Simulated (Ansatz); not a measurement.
```tsv
atom	x (Å)	y (Å)	z (Å)
F	-2.0865	-0.1302	0.2024
Si	-0.6232	-0.1878	-0.4483
P	0.8912	-0.2117	1.2078
H	-0.5040	-1.4529	-1.2149
H	-0.5089	0.9763	-1.3608
H	0.9434	1.2042	1.3107
H	1.9493	-0.2660	0.2574
```

Geometry: PBE0-D4/def2-TZVP.

The calculation used Ansatz 0.2.0, RKS PBE0-D4/def2-TZVPP.

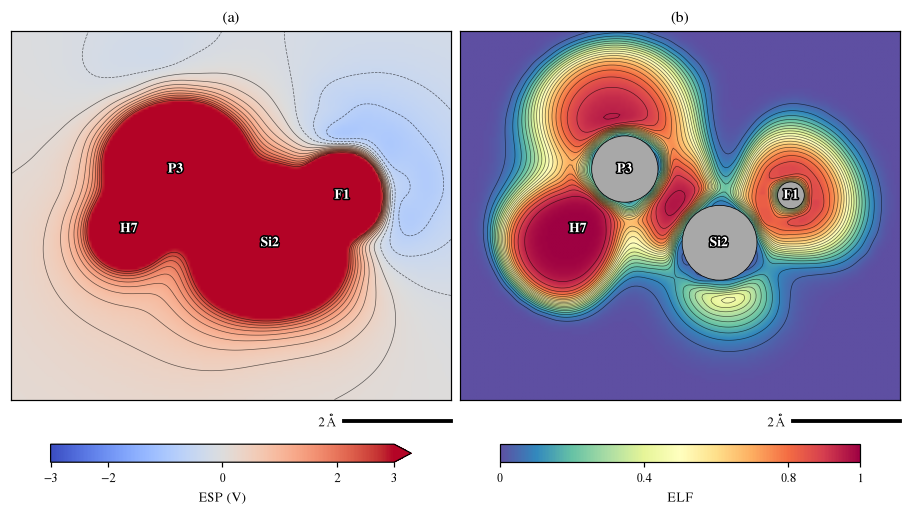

FH4PSi (SMILES F[SiH2]P). (a) molecular electrostatic potential; (b) ELF on the plane of atoms F1, Si2 and P3. Grey discs cover the atomic cores in the ELF map.

Q: What does the map show?

A:
- Atoms in the plane: F, Si, P and H.
- Si–F (1.60 Å): the ELF peaks at about 0.85 in the valence shell of F, 0.6 Å from its nucleus, and is about 0.50 at the midpoint.
- Si–P (2.24 Å): the ELF peaks at about 0.95 between the atoms; a shared electron pair.
- P–H (1.42 Å): the ELF climbs to about 1 towards the hydrogen, as it does in any bond to H.
- The ELF also peaks beside F1 and P3, away from the bonds: lone-pair regions.
- Outside the dense part of the molecule the potential is most negative (−1.0 V) near F1.
